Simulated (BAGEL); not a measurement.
# One shape, several levels: doublet [HNO2]+

Aim: a comparison of 5 runs (UHF/3-21G, ROHF/6-31G*, UHF/6-31G*, ROHF/def2-TZVP, UHF/def2-TZVP) of doublet [HNO2]+. 

The calculation is run with BAGEL 1.2.2.

### Step 1. Starting point

[HNO2]+: 4 atoms, total charge +1, spin state doublet. SMILES of the parent species: `O=NO`. The coordinates come from a GFN2-xTB relaxation. That shape belongs to the parent species and isn't relaxed for this state.

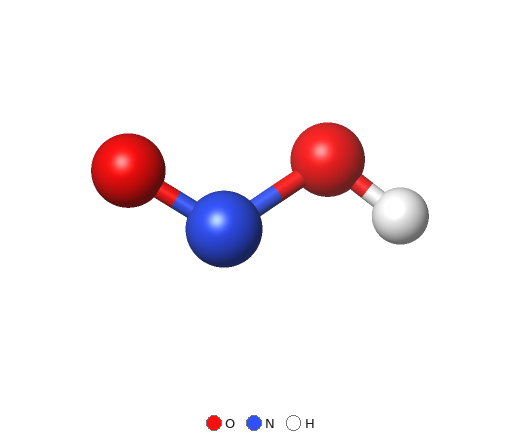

Viewed from a chosen angle; oxygen red, nitrogen blue, hydrogen white.

### Step 2. The energy at UHF/3-21G (density fitting with qzvpp-jkfit) (run 1)

input.json reads:

```json
{ "bagel": [

{
  "title": "molecule",
  "basis": "3-21g",
  "df_basis": "qzvpp-jkfit",
  "angstrom": true,
  "geometry": [
    { "atom": "O", "xyz": [    0.424700,    0.045690,    1.471310 ] },
    { "atom": "N", "xyz": [    0.319310,   -0.411420,    0.387280 ] },
    { "atom": "O", "xyz": [   -0.357270,    0.415910,   -0.505360 ] },
    { "atom": "H", "xyz": [   -0.386730,   -0.050180,   -1.353230 ] }
  ]
},
{ "title": "uhf", "charge": 1, "nopen": 1 },
{ "title": "print", "file": "orbitals.molden", "orbitals": true }

]}
```

The run is started by

```sh
$ BAGEL_NUM_THREADS=1 BAGEL input.json > input.out
```

Output:

```text
* using 1 threads per process

  ===============================================================
  ===============================================================

  *** Geometry ***

  { "atom" : "O", "xyz" : [      0.802567,      0.086342,      2.780373 ] },
  { "atom" : "N", "xyz" : [      0.603408,     -0.777471,      0.731853 ] },
  { "atom" : "O", "xyz" : [     -0.675142,      0.785956,     -0.954992 ] },
  { "atom" : "H", "xyz" : [     -0.730814,     -0.094826,     -2.557234 ] },

  Number of auxiliary basis functions:      249

  Since a DF basis is specified, we compute 2- and 3-index integrals:
    o Being stored without compression. Storage requirement is 0.002 GB

  Number of basis functions:       29
  Number of electrons      :       24

    * METHOD: MOLECULE                             0.06

  *** Open-shell HF ***

  === Nuclear Repulsion ===
    69.8154170650

      * DIIS with orbital gradients will be used.

  === UHF iteration (3-21g) ===
      0       -202.91406639          0.09107754           0.01
      1       -202.95651049          0.09625909           0.01
      2       -202.96250122          0.09270419           0.01
      3       -203.07225850          0.00751655           0.01
      4       -203.07437204          0.00371485           0.01
      5       -203.07621661          0.00309308           0.01
      6       -203.07791115          0.00250519           0.01
      7       -203.07944419          0.00217610           0.01
      8       -203.08324603          0.00088439           0.01
      9       -203.08298580          0.00118279           0.01
[... 35 lines of this table left out ...]
     45       -203.08441373          0.00000002           0.01
     46       -203.08441373          0.00000002           0.01
     47       -203.08441373          0.00000001           0.01
     48       -203.08441373          0.00000001           0.01
    * SCF iteration converged.

    * S^2 (UHF) is 0.9193

    * Permanent dipole moment:
           (   -0.008796,     0.487038,     0.755801) a.u.

    * METHOD: UHF                                  0.53

    * METHOD: PRINT                                0.00

  ===============================================================
```

Wall time 0.76 s (1 thread of Arm Neoverse N1, shared host); peak memory 0.082 GiB.

### Step 3. The energy at ROHF/6-31G(d) (density fitting with qzvpp-jkfit, spherical functions) (run 2)

job.json reads:

```json
{ "bagel" : [

{
  "title" : "molecule",
  "basis" : "6-31gs.json",
  "df_basis" : "qzvpp-jkfit",
  "angstrom" : true,
  "geometry" : [
    { "atom" : "O", "xyz" : [    0.424700,    0.045690,    1.471310 ] },
    { "atom" : "N", "xyz" : [    0.319310,   -0.411420,    0.387280 ] },
    { "atom" : "O", "xyz" : [   -0.357270,    0.415910,   -0.505360 ] },
    { "atom" : "H", "xyz" : [   -0.386730,   -0.050180,   -1.353230 ] }
  ]
},
{ "title" : "rohf", "charge" : 1, "nopen" : 1 },
{ "title" : "print", "file" : "orbitals.molden", "orbitals" : true }

]}
```

The basis set 6-31G* is read from a file made from the Basis Set Exchange's data (not shown).

The run is started by

```sh
$ BAGEL_NUM_THREADS=1 BAGEL job.json > job.out
```

Output:

```text
* using 1 threads per process

  ===============================================================
  ===============================================================

  *** Geometry ***

  { "atom" : "O", "xyz" : [      0.802567,      0.086342,      2.780373 ] },
  { "atom" : "N", "xyz" : [      0.603408,     -0.777471,      0.731853 ] },
  { "atom" : "O", "xyz" : [     -0.675142,      0.785956,     -0.954992 ] },
  { "atom" : "H", "xyz" : [     -0.730814,     -0.094826,     -2.557234 ] },

  Number of auxiliary basis functions:      249

  Since a DF basis is specified, we compute 2- and 3-index integrals:
    o Being stored without compression. Storage requirement is 0.004 GB

  Number of basis functions:       44
  Number of electrons      :       24

    * METHOD: MOLECULE                             0.08

  *** Open-shell HF ***

  === Nuclear Repulsion ===
    69.8154170650

      * DIIS with orbital gradients will be used.

  === ROHF iteration (6-31gs.json) ===
      0       -204.07117449          0.06935164           0.02
      1       -204.10008721          0.06699481           0.02
      2       -204.10414926          0.06497594           0.02
      3       -204.22476422          0.00597340           0.02
      4       -204.22695061          0.00294245           0.02
      5       -204.22916725          0.00256854           0.02
      6       -204.23106279          0.00243458           0.02
      7       -204.23249863          0.00236086           0.02
      8       -204.23652620          0.00167472           0.02
      9       -204.23894210          0.00083112           0.02
     10       -204.24005835          0.00049664           0.02
     11       -204.23992289          0.00028154           0.02
     12       -204.24035056          0.00043995           0.02
     13       -204.24009042          0.00008970           0.02
     14       -204.24021329          0.00005371           0.02
     15       -204.24025139          0.00001676           0.02
     16       -204.24023348          0.00000939           0.02
     17       -204.24023260          0.00000250           0.02
     18       -204.24023501          0.00000157           0.02
     19       -204.24023561          0.00000057           0.02
     20       -204.24023510          0.00000026           0.02
     21       -204.24023507          0.00000009           0.02
     22       -204.24023512          0.00000004           0.02
     23       -204.24023512          0.00000002           0.02
     24       -204.24023512          0.00000001           0.02
    * SCF iteration converged.

    * S^2 (ROHF) is 0.7500

    * Permanent dipole moment:
           (   -0.027808,     0.467626,     0.662012) a.u.

    * METHOD: ROHF                                 0.58

    * METHOD: PRINT                                0.01

  ===============================================================
```

Run time: 0.82 s. Hardware: 1 thread of Arm Neoverse N1, shared host; peak memory 0.082 GiB.

Runs 3 to 4 aren't shown in full; the table further down has their settings and results.

### Step 4. A single-point energy at UHF/def2-TZVP (density fitting with qzvpp-jkfit) (run 5)

input.json reads:

```json
{ "bagel" : [

{
  "title" : "molecule",
  "basis" : "def2-tzvp.json",
  "df_basis" : "qzvpp-jkfit",
  "angstrom" : true,
  "geometry" : [
    { "atom" : "O", "xyz" : [    0.424700,    0.045690,    1.471310 ] },
    { "atom" : "N", "xyz" : [    0.319310,   -0.411420,    0.387280 ] },
    { "atom" : "O", "xyz" : [   -0.357270,    0.415910,   -0.505360 ] },
    { "atom" : "H", "xyz" : [   -0.386730,   -0.050180,   -1.353230 ] }
  ]
},
{ "title" : "uhf", "charge" : 1, "nopen" : 1 },
{ "title" : "print", "file" : "orbitals.molden", "orbitals" : true }

]}
```

The basis set def2-TZVP is read from a file made from the Basis Set Exchange's data (not shown).

The run is started by

```sh
$ BAGEL_NUM_THREADS=1 BAGEL input.json > input.out
```

Output:

```text
* using 1 threads per process

  ===============================================================
  ===============================================================

  *** Geometry ***

  { "atom" : "O", "xyz" : [      0.802567,      0.086342,      2.780373 ] },
  { "atom" : "N", "xyz" : [      0.603408,     -0.777471,      0.731853 ] },
  { "atom" : "O", "xyz" : [     -0.675142,      0.785956,     -0.954992 ] },
  { "atom" : "H", "xyz" : [     -0.730814,     -0.094826,     -2.557234 ] },

  Number of auxiliary basis functions:      249

  Since a DF basis is specified, we compute 2- and 3-index integrals:
    o Being stored without compression. Storage requirement is 0.020 GB

  Number of basis functions:       99
  Number of electrons      :       24

    * METHOD: MOLECULE                             0.14

  *** Open-shell HF ***

  === Nuclear Repulsion ===
    69.8154170650

      * DIIS with orbital gradients will be used.

  === UHF iteration (def2-tzvp.json) ===
      0       -204.07694746          0.05523302           0.06
      1       -204.11648377          0.05655192           0.06
      2       -204.13464901          0.05369174           0.06
      3       -204.33484803          0.00411901           0.06
      4       -204.33825718          0.00211282           0.06
      5       -204.34075771          0.00163368           0.06
      6       -204.34265597          0.00142726           0.06
      7       -204.34472911          0.00127272           0.06
      8       -204.34927508          0.00078794           0.06
      9       -204.35131998          0.00026461           0.06
[... 24 lines of this table left out ...]
     34       -204.35195411          0.00000003           0.06
     35       -204.35195411          0.00000002           0.06
     36       -204.35195411          0.00000001           0.06
     37       -204.35195411          0.00000001           0.06
    * SCF iteration converged.

    * S^2 (UHF) is 0.8611

    * Permanent dipole moment:
           (   -0.029642,     0.426806,     0.590180) a.u.

    * METHOD: UHF                                  2.39

    * METHOD: PRINT                                0.03

  ===============================================================
```

Wall time 2.7 s (1 thread of Arm Neoverse N1, shared host); peak memory 0.082 GiB.

### Step 5. Overview of the runs

```csv
run,level,energy (Eh),⟨S²⟩,wall time
1,UHF/3-21G (density fitting with qzvpp-jkfit),-203.084414,0.919,0.76 s
2,"ROHF/6-31G* (density fitting with qzvpp-jkfit, spherical functions)",-204.240235,0.750,0.82 s
3,"UHF/6-31G* (density fitting with qzvpp-jkfit, spherical functions)",-204.251949,0.863,1.1 s
4,ROHF/def2-TZVP (density fitting with qzvpp-jkfit),-204.339645,0.750,2.1 s
5,UHF/def2-TZVP (density fitting with qzvpp-jkfit),-204.351954,0.861,2.7 s
```

### Step 6. Outcome

| quantity | value |
| --- | --- |
| run 5: total energy | -204.35195 Eh |
| run 5: ⟨S²⟩ | 0.861 |

Spin contamination of the reference: run 1 ⟨S²⟩ = 0.92, run 3 ⟨S²⟩ = 0.86, run 5 ⟨S²⟩ = 0.86. All runs together took 7.6 s, the longest 2.7 s.
